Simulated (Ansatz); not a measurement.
# AlGeH₄N: small, medium and large basis sets

Aim: see how fast density functionals converge with the basis set for AlGeH₄N.

Method: one geometry, several basis sets; program: Ansatz 0.2.0, Gaussian basis.

Levels to be run: PBE0-D4/def2-SVP; ωB97M-V/def2-SVP; PBE0-D4/def2-QZVPP; ωB97M-V/def2-QZVPP; the functionals' def2-TZVPP values are taken from earlier runs.

### 1 The relaxed structure

An earlier PBE0-D4 in a triple-zeta def2 set relaxation fixed the geometry.

SMILES `[NH]1[AlH][GeH2]1`, 7 atoms, charge 0, spin multiplicity 1.

Atoms are counted from 1 here; the program's logs count them from 0.

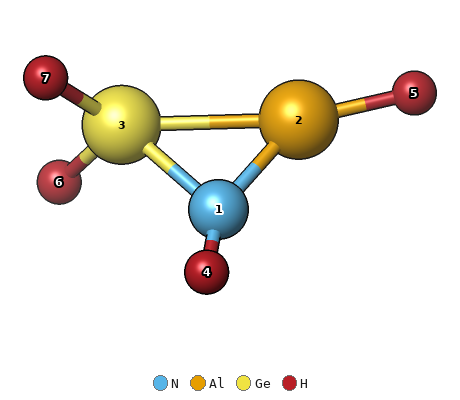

The structure; nitrogen blue, aluminium amber, germanium yellow, hydrogen red; atoms are numbered from 1 in the order of the file.

Geometry (Å):

```xyz
7
charge 0, multiplicity 1
N    -0.65834   -0.54617   -0.42284
Al    0.28673    0.64350   -1.28493
Ge    0.43410    0.11147    1.00517
H    -1.36995   -1.25824   -0.39450
H     0.45889    1.24272   -2.73439
H    -0.40084    0.73479    2.14900
H     1.31070   -0.99608    1.63677
```

### 2 PBE0-D4 in def2-SVP

File in.yaml:

```yaml
crystal:
  periodic: [false, false, false]
  atoms:
    - {symbol: N, position_ang: [-0.658336, -0.546173, -0.422835]}
    - {symbol: Al, position_ang: [0.286728, 0.643504, -1.284926]}
    - {symbol: Ge, position_ang: [0.434101, 0.111472, 1.005171]}
    - {symbol: H, position_ang: [-1.369950, -1.258236, -0.394497]}
    - {symbol: H, position_ang: [0.458895, 1.242717, -2.734390]}
    - {symbol: H, position_ang: [-0.400842, 0.734792, 2.149004]}
    - {symbol: H, position_ang: [1.310703, -0.996076, 1.636773]}
basis:
  gaussian: {orbitals: def2-SVP}
hamiltonian: {xc: pbe0, dispersion: d4}
output: {orbitals: {seedname: orbitals}}
```

The run is started by

```
ansatz run in.yaml --threads 2 --pin off --events-out ev --progress --plain --max-ram 4352MiB
```

After this run come: ωB97M-V in def2-SVP; PBE0-D4 in def2-QZVPP; ωB97M-V in def2-QZVPP.

Before running them: what should the planned runs give, taken together? Wanted: PBE0-D4: double and triple zeta above quadruple; ωB97M-V: double and triple zeta above quadruple.

**Answer**, as computed:

```
                                       quantity           value
PBE0-D4: double and triple zeta above quadruple  12.84, 1.52 eV
ωB97M-V: double and triple zeta above quadruple  12.82, 1.47 eV
```

In words: For PBE0-D4 the step from double to triple zeta gains 11.32 eV and the next only 1.52 eV. These are total energies; as a rule much of such shifts cancels in differences, which this series doesn't test. The LUMO of ωB97M-V is positive and keeps falling with the basis (0.90 to 0.35 eV): an unbound level that the basis holds in place.
